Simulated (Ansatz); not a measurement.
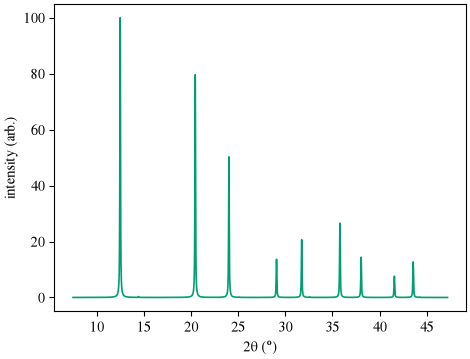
Simulated powder pattern, Mo Kα, λ = 0.71073 Å

The pattern belongs to a structure relaxed with the program Ansatz at the r²SCAN level (PAW).

Task: Which of these materials gives this?
A. BN, zinc blende
B. BP, zinc blende
C. CdTe, zinc blende
D. ZnSe, zinc blende

Result: D, ZnSe, zinc blende

Space group F-43m (zinc blende). Symmetry was held in the r²SCAN relaxation; phonons on a q-mesh show no instability.

Potentials: the earlier of the program's two PAW sets.
